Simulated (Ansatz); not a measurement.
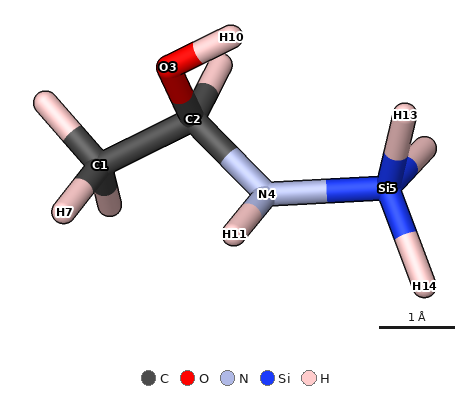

*The structure as given in the input (stick view, seen at a tilt; atoms are numbered from 1 in the order of the input).*

**Geometry relaxation, with input and output: C2H9NOSi**

C2H9NOSi, SMILES CC(O)N[SiH3], computed with RKS PBE-D4/def2-SVP (Ansatz 0.2.0).

The geometry: force-field start. Figures and captions count atoms from 1; the log counts them from 0 in places.

### The program's output
```
Functional definition: PBE
  name "PBE"
  cite "Perdew, Burke & Ernzerhof, Phys. Rev. Lett. 77, 3865 (1996) doi:10.1103/PhysRevLett.77.3865"
  parent pbe
  parameter kappa = 0.804
  parameter beta = 0.06672455060314922
  exchange = pbe_x(kappa = kappa, mu = beta*pi^2/3)
  correlation = pbe_c(beta = beta)
1349 factors; their error is unknown
mean field evaluation 1: about -13604.4444 eV, gradient 7.6e1 eV
mean field evaluation 2: about -13568.2153 eV, gradient 1.4e2 eV
mean field evaluation 4: about -13616.7669 eV, gradient 9.7e0 eV
mean field evaluation 8: about -13616.9777 eV, gradient 2.8e-1 eV
mean field evaluation 16: about -13616.8978 eV, gradient 3.0e-4 eV
mean field -13616.89780827 eV, -500.4117645891 hartree, gradient 2.7e-5 eV, S^2 0.000000; 0 other end points of the search recorded, 0 dependent functions left out
the calculation of the forces begins
reference -13616.89784613 eV, -500.4117659806 hartree; 25, 25 occupied and 94, 94 virtual orbitals, 1349 factors
relax step   1: F+E_penalty+E_count = -13617.17599154 eV  Δ(F+E_penalty+E_count) = +0.000e0 eV  max|allowed force component| = 3.884e0 eV/Å  Δτ_max = 0.0000 Å  (28 SCF iters, accepted)
these checks for a lower state are left out or cut short: starts, cluster_reference, orbital_swaps, neighbouring_geometries, increment
1349 factors; their error is unknown
mean field -13617.52278976 eV, -500.4347322352 hartree, gradient 2.5e-5 eV, S^2 0.000000; 0 other end points of the search recorded, 0 dependent functions left out
the calculation of the forces begins
reference -13617.52282792 eV, -500.4347336376 hartree; 25, 25 occupied and 94, 94 virtual orbitals, 1349 factors
relax step   2: F+E_penalty+E_count = -13617.79696883 eV  Δ(F+E_penalty+E_count) = -6.210e-1 eV  max|allowed force component| = 1.858e0 eV/Å  Δτ_max = 0.1961 Å  (29 SCF iters, accepted)
these checks for a lower state are left out or cut short: starts, cluster_reference, orbital_swaps, neighbouring_geometries, increment
1349 factors; their error is unknown
mean field evaluation 32: about -13617.6515 eV, gradient 2.5e-5 eV
mean field -13617.65152863 eV, -500.4394633013 hartree, gradient 2.5e-5 eV, S^2 0.000000; 0 other end points of the search recorded, 0 dependent functions left out
the calculation of the forces begins
reference -13617.65156706 eV, -500.4394647136 hartree; 25, 25 occupied and 94, 94 virtual orbitals, 1349 factors
relax step   3: F+E_penalty+E_count = -13617.92350986 eV  Δ(F+E_penalty+E_count) = -1.265e-1 eV  max|allowed force component| = 4.723e-1 eV/Å  Δτ_max = 0.1162 Å  (29 SCF iters, accepted)
these checks for a lower state are left out or cut short: starts, cluster_reference, orbital_swaps, neighbouring_geometries, increment
1349 factors; their error is unknown
mean field -13617.66138593 eV, -500.4398255504 hartree, gradient 2.5e-5 eV, S^2 0.000000; 0 other end points of the search recorded, 0 dependent functions left out
the calculation of the forces begins
reference -13617.66142443 eV, -500.4398269653 hartree; 25, 25 occupied and 94, 94 virtual orbitals, 1349 factors
relax step   4: F+E_penalty+E_count = -13617.93292987 eV  Δ(F+E_penalty+E_count) = -9.420e-3 eV  max|allowed force component| = 1.371e-1 eV/Å  Δτ_max = 0.0307 Å  (30 SCF iters, accepted)
these checks for a lower state are left out or cut short: starts, cluster_reference, orbital_swaps, neighbouring_geometries, increment
1349 factors; their error is unknown
mean field -13617.66232226 eV, -500.4398599601 hartree, gradient 2.5e-5 eV, S^2 0.000000; 0 other end points of the search recorded, 0 dependent functions left out
the calculation of the forces begins
reference -13617.66236084 eV, -500.4398613777 hartree; 25, 25 occupied and 94, 94 virtual orbitals, 1349 factors
relax step   5: F+E_penalty+E_count = -13617.93392223 eV  Δ(F+E_penalty+E_count) = -9.924e-4 eV  max|allowed force component| = 5.924e-2 eV/Å  Δτ_max = 0.0455 Å  (31 SCF iters, accepted)
these checks for a lower state are left out or cut short: starts, cluster_reference, orbital_swaps, neighbouring_geometries, increment
1349 factors; their error is unknown
mean field -13617.66329358 eV, -500.4398956555 hartree, gradient 2.5e-5 eV, S^2 0.000000; 0 other end points of the search recorded, 0 dependent functions left out
the calculation of the forces begins
reference -13617.66333219 eV, -500.4398970741 hartree; 25, 25 occupied and 94, 94 virtual orbitals, 1349 factors
relax step   6: F+E_penalty+E_count = -13617.93503999 eV  Δ(F+E_penalty+E_count) = -1.118e-3 eV  max|allowed force component| = 6.076e-2 eV/Å  Δτ_max = 0.0128 Å  (30 SCF iters, accepted)
these checks for a lower state are left out or cut short: starts, cluster_reference, orbital_swaps, neighbouring_geometries, increment
1349 factors; their error is unknown
mean field -13617.66360964 eV, -500.4399072705 hartree, gradient 2.5e-5 eV, S^2 0.000000; 0 other end points of the search recorded, 0 dependent functions left out
the calculation of the forces begins
reference -13617.66364830 eV, -500.4399086911 hartree; 25, 25 occupied and 94, 94 virtual orbitals, 1349 factors
relax step   7: F+E_penalty+E_count = -13617.93547612 eV  Δ(F+E_penalty+E_count) = -4.361e-4 eV  max|allowed force component| = 4.558e-2 eV/Å  Δτ_max = 0.0212 Å  (31 SCF iters, accepted)
these checks for a lower state are left out or cut short: starts, cluster_reference, orbital_swaps, neighbouring_geometries, increment
1349 factors; their error is unknown
mean field evaluation 64: about -13617.6636 eV, gradient 3.0e-1 eV
mean field -13617.66374141 eV, -500.4399121128 hartree, gradient 2.5e-5 eV, S^2 0.000000; 0 other end points of the search recorded, 0 dependent functions left out
the calculation of the forces begins
reference -13617.66378009 eV, -500.4399135341 hartree; 25, 25 occupied and 94, 94 virtual orbitals, 1349 factors
relax step   8: F+E_penalty+E_count = -13617.93566077 eV  Δ(F+E_penalty+E_count) = -1.847e-4 eV  max|allowed force component| = 1.147e-2 eV/Å  Δτ_max = 0.0125 Å  (30 SCF iters, accepted)
```

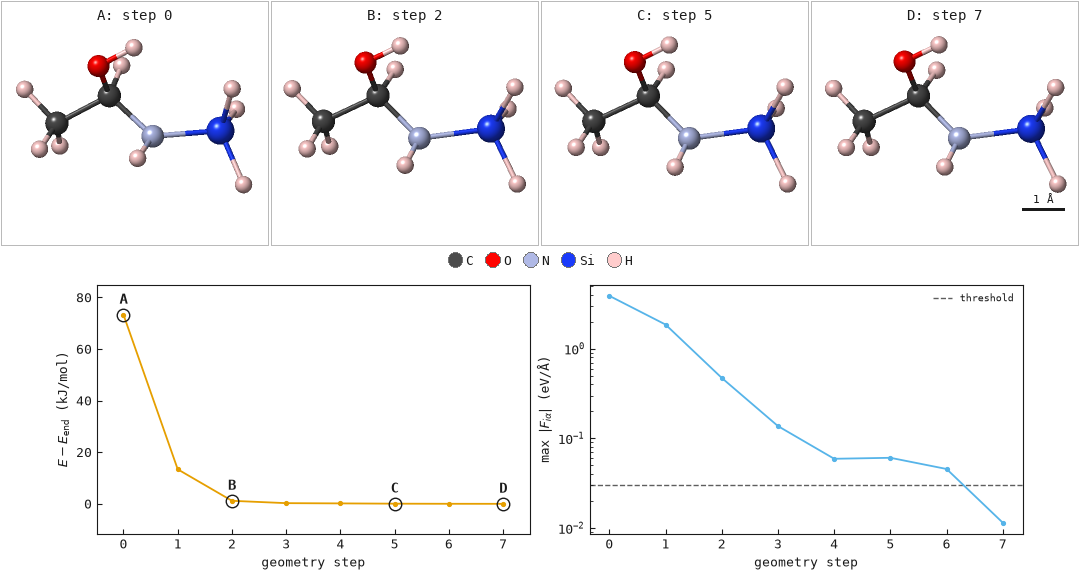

*Frames of the relaxation (ball-and-stick view, seen at a tilt) above the curves, on which the letters mark them (the first geometry is step 0 here and step 1 in the log).*

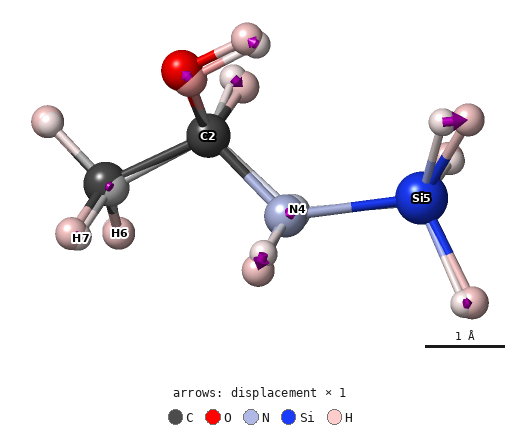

*Start (faint) and end (solid) with the displacements as pink arrows, at true length (ball-and-stick view, seen at a tilt). The two geometries are laid on each other by the best rigid fit.*

Over 7 geometry steps the energy falls by 73.3 kJ/mol. The largest force component goes from 3.9 to 0.011 eV/Å. The atom that moves furthest after the best rigid fit is H13 (0.33 Å). Largest moves by element: H 0.33 Å, O 0.14 Å, N 0.12 Å, C 0.09 Å, Si 0.06 Å. Among the contacts that change: N4–Si5 1.638 → 1.748 Å, Si5–H13 1.456 → 1.517 Å, Si5–H14 1.451 → 1.502 Å, Si5–H12 1.458 → 1.505 Å. Among the angles that change: N4–Si5–H13 102.9° → 115.6°, C2–N4–H11 104.2° → 112.5°, N4–C2–H9 112.9° → 106.2°. (Atoms are counted from 1 in the order of the input.)

```
1349 factors; their error is unknown
mean field -13617.66374141 eV, -500.4399121128 hartree, gradient 2.9e-5 eV, S^2 0.000000; 1 other end points of the search recorded, 0 dependent functions left out
the calculation of the forces begins
reference -13617.66378009 eV, -500.4399135341 hartree; 25, 25 occupied and 94, 94 virtual orbitals, 1349 factors
Total energy: -13617.93569944 eV, -500.4499063862 hartree
Atom 0 at    -1.897893     0.479990     0.433323 Å, force    -0.008426     0.010545    -0.004997 eV/Å
Atom 1 at    -0.382987     0.565194     0.295220 Å, force    -0.008448    -0.009889     0.005401 eV/Å
Atom 2 at     0.102235     1.022765     1.554828 Å, force     0.005020     0.003203     0.002904 eV/Å
Atom 3 at     0.182269    -0.702697    -0.123862 Å, force     0.002740     0.007125     0.004953 eV/Å
Atom 4 at     1.661945    -0.873989    -1.039512 Å, force     0.010299     0.011471     0.000814 eV/Å
Atom 5 at    -2.358778     0.171163    -0.523555 Å, force    -0.000125    -0.000792     0.000496 eV/Å
Atom 6 at    -2.158757    -0.263971     1.214608 Å, force     0.002824    -0.000510    -0.000370 eV/Å
Atom 7 at    -2.314564     1.457192     0.744513 Å, force    -0.002493    -0.001741    -0.000628 eV/Å
Atom 8 at    -0.127955     1.301918    -0.509150 Å, force     0.000961    -0.003054     0.001569 eV/Å
Atom 9 at     1.072922     1.085773     1.481475 Å, force    -0.004025    -0.004564    -0.004782 eV/Å
Atom 10 at    -0.088979    -1.476186     0.492672 Å, force     0.004574    -0.002178     0.002443 eV/Å
Atom 11 at     1.557586    -0.029048    -2.280504 Å, force     0.000633    -0.006079    -0.006189 eV/Å
Atom 12 at     2.927943    -0.438849    -0.326347 Å, force     0.003559    -0.004678     0.002100 eV/Å
Atom 13 at     1.811913    -2.328455    -1.385108 Å, force    -0.007093     0.001142    -0.003715 eV/Å
Dipole moment:     0.048234    -0.085411    -0.049437 e Å
```

### Trajectory as extended XYZ (Å, eV, eV/Å), 8 frames, from step=1 to step=8
```
14
Properties=species:S:1:pos:R:3:forces:R:3 step=1 energy=-13617.17599
C    -1.8437    0.4081    0.4256   -1.9193   2.6843  -1.1131
C    -0.3886    0.5842    0.2349    0.9854  -1.1389   0.1089
O     0.1389    0.9051    1.4793    1.4716   0.7378   1.5476
N     0.2385   -0.6530   -0.2217   -3.8839  -0.3200   2.0027
Si    1.6201   -0.9016   -1.0664    1.6813   0.2299  -0.8229
H    -2.3881    0.2210   -0.5318    0.3301  -0.2361   0.2240
H    -2.1142   -0.3141    1.1583   -0.1664  -1.2381   1.0205
H    -2.2753    1.4091    0.7831    0.3530  -0.9104  -0.1400
H    -0.1839    1.4277   -0.4192    0.1295   0.3402  -1.2248
H     1.1269    1.0106    1.3685   -1.0853  -0.1121   0.1186
H     0.0794   -1.3295    0.5667    0.0850   0.3704  -0.8395
H     1.5954   -0.0819   -2.2718    0.1249   0.3538  -0.8654
H     2.6455   -0.3870   -0.1701    1.5772   0.1699   0.2551
H     1.7360   -2.3279   -1.3068    0.3169  -0.9307  -0.2717
14
Properties=species:S:1:pos:R:3:forces:R:3 step=2 energy=-13617.79697
C    -1.8887    0.4570    0.4397   -0.8348   0.8330  -0.3009
C    -0.4014    0.5805    0.2710    0.6140  -0.1015  -0.2284
O     0.1269    0.9557    1.5263    0.4063   0.1917   0.4201
N     0.1897   -0.6662   -0.2042   -1.8580  -0.0753   1.2261
Si    1.6331   -0.8854   -1.0506    1.3853   0.1432  -0.4693
H    -2.3867    0.2148   -0.5247    0.1507  -0.0562   0.1486
H    -2.1467   -0.3054    1.1824   -0.0350  -0.3771   0.2899
H    -2.3146    1.4297    0.7999    0.1628  -0.3486  -0.0770
H    -0.1809    1.3782   -0.4724    0.0380  -0.0023  -0.3194
H     1.1010    1.0290    1.4175   -0.3486  -0.0098   0.0443
H     0.0109   -1.3669    0.5367    0.0269  -0.0263  -0.3791
H     1.6227   -0.0931   -2.3140   -0.0202   0.1163  -0.2082
H     2.8246   -0.4216   -0.2419    0.2751  -0.0184  -0.0939
H     1.7971   -2.3353   -1.3370    0.0376  -0.2687  -0.0527
14
Properties=species:S:1:pos:R:3:forces:R:3 step=3 energy=-13617.92351
C    -1.9087    0.4830    0.4480   -0.0255  -0.1166  -0.0285
C    -0.4000    0.5804    0.2837    0.1732  -0.0646  -0.1301
O     0.1161    0.9925    1.5452   -0.0756   0.0503  -0.0399
N     0.1629   -0.6832   -0.1770   -0.4054  -0.0540   0.4723
Si    1.6621   -0.8724   -1.0331    0.4377  -0.0255  -0.2375
H    -2.3833    0.2087   -0.5126   -0.0096   0.0059  -0.0019
H    -2.1531   -0.2976    1.1995    0.0089   0.0326  -0.0044
H    -2.3247    1.4419    0.8043   -0.0286   0.0730   0.0272
H    -0.1633    1.3360   -0.5124    0.0001  -0.0349   0.0870
H     1.0824    1.0633    1.4444    0.0664   0.0152   0.0132
H    -0.0675   -1.4368    0.4903    0.0356   0.0949  -0.2024
H     1.6194   -0.0746   -2.3102   -0.0374   0.0134   0.0411
H     2.9251   -0.4340   -0.2989   -0.1146  -0.0111  -0.0193
H     1.8196   -2.3362   -1.3425   -0.0251   0.0214   0.0232
14
Properties=species:S:1:pos:R:3:forces:R:3 step=4 energy=-13617.93293
C    -1.9062    0.4830    0.4447    0.0285  -0.0627   0.0244
C    -0.3928    0.5739    0.2897    0.0487  -0.0699  -0.1042
O     0.1128    1.0066    1.5494   -0.0324  -0.0045  -0.0281
N     0.1655   -0.6921   -0.1619   -0.0311   0.0244   0.1371
Si    1.6688   -0.8744   -1.0415    0.0173   0.0255   0.0154
H    -2.3769    0.1962   -0.5142   -0.0023   0.0091  -0.0008
H    -2.1548   -0.2858    1.2076    0.0050   0.0345  -0.0173
H    -2.3212    1.4490    0.7881   -0.0106   0.0218   0.0018
H    -0.1491    1.3222   -0.5087   -0.0002  -0.0093   0.0354
H     1.0807    1.0789    1.4573    0.0254   0.0026   0.0042
H    -0.0815   -1.4599    0.4757    0.0007   0.0259  -0.0614
H     1.6014   -0.0583   -2.3058   -0.0084  -0.0167   0.0264
H     2.9212   -0.4295   -0.3031   -0.0393  -0.0109  -0.0257
H     1.8191   -2.3389   -1.3487   -0.0014   0.0304  -0.0073
14
Properties=species:S:1:pos:R:3:forces:R:3 step=5 energy=-13617.93392
C    -1.9040    0.4843    0.4418    0.0323  -0.0572   0.0114
C    -0.3895    0.5697    0.2935    0.0272  -0.0421  -0.0130
O     0.1096    0.9965    1.5592   -0.0372   0.0216  -0.0426
N     0.1696   -0.6934   -0.1553   -0.0082  -0.0177   0.0592
Si    1.6674   -0.8720   -1.0438   -0.0044   0.0227   0.0103
H    -2.3693    0.1588   -0.5066   -0.0040   0.0134  -0.0261
H    -2.1547   -0.2534    1.2322   -0.0042   0.0018   0.0080
H    -2.3247    1.4612    0.7443   -0.0044   0.0311   0.0136
H    -0.1396    1.3206   -0.4987    0.0094   0.0065   0.0048
H     1.0770    1.0784    1.4692    0.0222  -0.0010   0.0077
H    -0.0867   -1.4681    0.4685   -0.0051   0.0171  -0.0304
H     1.5925   -0.0472   -2.3012   -0.0067  -0.0086   0.0109
H     2.9221   -0.4314   -0.3113   -0.0133  -0.0039  -0.0074
H     1.8170   -2.3332   -1.3633   -0.0035   0.0163  -0.0063
14
Properties=species:S:1:pos:R:3:forces:R:3 step=6 energy=-13617.93504
C    -1.9019    0.4820    0.4405    0.0035  -0.0025  -0.0030
C    -0.3874    0.5662    0.2933   -0.0122   0.0027  -0.0028
O     0.1071    1.0083    1.5550    0.0086   0.0020  -0.0067
N     0.1715   -0.6982   -0.1451    0.0608  -0.0085   0.0032
Si    1.6672   -0.8709   -1.0396   -0.0392  -0.0008  -0.0019
H    -2.3669    0.1692   -0.5133   -0.0029   0.0049   0.0088
H    -2.1567   -0.2602    1.2262    0.0025   0.0076  -0.0146
H    -2.3179    1.4597    0.7514    0.0021  -0.0070  -0.0017
H    -0.1350    1.3118   -0.5037   -0.0059  -0.0033  -0.0012
H     1.0760    1.0833    1.4707   -0.0015  -0.0033   0.0050
H    -0.0911   -1.4751    0.4714   -0.0127   0.0002   0.0030
H     1.5819   -0.0465   -2.2958   -0.0014   0.0099   0.0081
H     2.9237   -0.4299   -0.3127   -0.0066  -0.0007  -0.0002
H     1.8164   -2.3290   -1.3697    0.0049  -0.0010   0.0040
14
Properties=species:S:1:pos:R:3:forces:R:3 step=7 energy=-13617.93548
C    -1.8999    0.4812    0.4355    0.0111  -0.0087   0.0068
C    -0.3851    0.5637    0.2949    0.0456   0.0028  -0.0094
O     0.1057    1.0167    1.5543   -0.0213   0.0091   0.0113
N     0.1800   -0.7034   -0.1297   -0.0361   0.0353   0.0143
Si    1.6636   -0.8716   -1.0401    0.0027  -0.0209   0.0108
H    -2.3617    0.1711   -0.5205   -0.0037   0.0001   0.0012
H    -2.1589   -0.2618    1.2183   -0.0058  -0.0035  -0.0008
H    -2.3156    1.4587    0.7468    0.0019  -0.0004  -0.0029
H    -0.1308    1.3025   -0.5077   -0.0002  -0.0001  -0.0001
H     1.0757    1.0867    1.4776   -0.0101  -0.0114  -0.0164
H    -0.0915   -1.4768    0.4872    0.0169  -0.0082  -0.0098
H     1.5670   -0.0343   -2.2868   -0.0067   0.0040   0.0015
H     2.9251   -0.4345   -0.3201    0.0030  -0.0016  -0.0042
H     1.8132   -2.3273   -1.3812    0.0028   0.0035  -0.0022
14
Properties=species:S:1:pos:R:3:forces:R:3 step=8 energy=-13617.93566
C    -1.8979    0.4800    0.4333   -0.0084   0.0105  -0.0050
C    -0.3830    0.5652    0.2952   -0.0084  -0.0099   0.0054
O     0.1022    1.0228    1.5548    0.0050   0.0032   0.0029
N     0.1823   -0.7027   -0.1239    0.0027   0.0071   0.0050
Si    1.6619   -0.8740   -1.0395    0.0103   0.0115   0.0008
H    -2.3588    0.1712   -0.5236   -0.0001  -0.0008   0.0005
H    -2.1588   -0.2640    1.2146    0.0028  -0.0005  -0.0004
H    -2.3146    1.4572    0.7445   -0.0025  -0.0017  -0.0006
H    -0.1280    1.3019   -0.5091    0.0010  -0.0031   0.0016
H     1.0729    1.0858    1.4815   -0.0040  -0.0046  -0.0048
H    -0.0890   -1.4762    0.4927    0.0046  -0.0022   0.0024
H     1.5576   -0.0290   -2.2805    0.0006  -0.0061  -0.0062
H     2.9279   -0.4388   -0.3263    0.0036  -0.0047   0.0021
H     1.8119   -2.3285   -1.3851   -0.0071   0.0011  -0.0037
```

The run was set up as follows.

### Input
```yaml
crystal:
  periodic: [false, false, false]
  atoms:
    - {symbol: C, position_ang: [-1.843700, 0.408100, 0.425600]}
    - {symbol: C, position_ang: [-0.388600, 0.584200, 0.234900]}
    - {symbol: O, position_ang: [0.138900, 0.905100, 1.479300]}
    - {symbol: N, position_ang: [0.238500, -0.653000, -0.221700]}
    - {symbol: Si, position_ang: [1.620100, -0.901600, -1.066400]}
    - {symbol: H, position_ang: [-2.388100, 0.221000, -0.531800]}
    - {symbol: H, position_ang: [-2.114200, -0.314100, 1.158300]}
    - {symbol: H, position_ang: [-2.275300, 1.409100, 0.783100]}
    - {symbol: H, position_ang: [-0.183900, 1.427700, -0.419200]}
    - {symbol: H, position_ang: [1.126900, 1.010600, 1.368500]}
    - {symbol: H, position_ang: [0.079400, -1.329500, 0.566700]}
    - {symbol: H, position_ang: [1.595400, -0.081900, -2.271800]}
    - {symbol: H, position_ang: [2.645500, -0.387000, -0.170100]}
    - {symbol: H, position_ang: [1.736000, -2.327900, -1.306800]}
basis:
  gaussian: {orbitals: def2-SVP}
hamiltonian: {xc: pbe, dispersion: d4}
relax: {f_tol: 0.03, max_steps: 200}
```

Launched with:
```bash
ansatz run in.yaml --threads 4 --pin off --events-out ev --progress --plain --max-ram 10444MiB
```

### Results in brief

- outcome: converged
- total energy: −13617.9357 eV
- mean-field energy: −13617.6638 eV
- dispersion energy: −0.2719 eV
- SCF solution under orbital rotations: stable
- largest force (length of the vector) at the end: 0.015 eV/Å
- dipole moment: 0.53 D
- hardware: 4 threads of Arm Neoverse V1, 23 GiB of memory available, shared host
- wall time: 13 s (CPU time 47 s)
- peak memory: 0.16 GiB
